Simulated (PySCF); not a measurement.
C5H6SSe, SMILES [SeH]Cc1cccs1 at its GFN2-xTB optimised geometry (Å):

```
13

Se     0.0721     2.7804    -1.8851
C     -0.0047     2.0501    -0.0171
C     -0.1934     0.5918     0.0056
C      0.7574    -0.3846    -0.0016
C      0.2138    -1.6874     0.0000
C     -1.1425    -1.6874     0.0000
S     -1.7893    -0.0957     0.0000
H     -1.2599     2.3419    -2.2342
H      0.9556     2.3350     0.4147
H     -0.8133     2.5823     0.4828
H      1.8126    -0.1763    -0.0048
H      0.8096    -2.5823     0.0004
H     -1.8126    -2.5238     0.0002
```

Computed with CAM-B3LYP/def2-TZVP in PySCF 2.14.0. Cells within 0.4 Å of a nucleus heavier than hydrogen are left out (blank, or x).

Map of the Laplacian of the electron density (e/bohr⁵), clipped to [-1.50, 1.50] on the plane z = 0.0 Å:

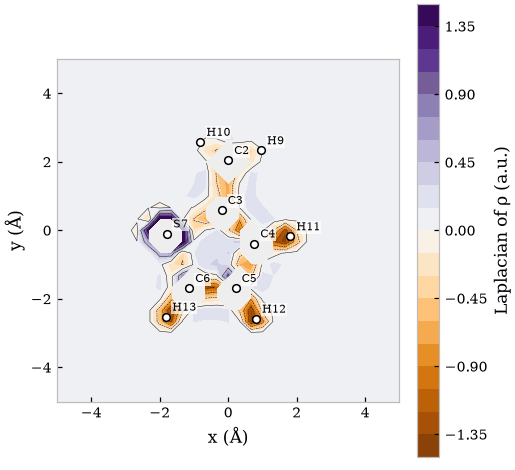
Figure: Laplacian of the electron density (e/bohr⁵), clipped to [-1.50, 1.50] on the plane z = 0.0 Å.
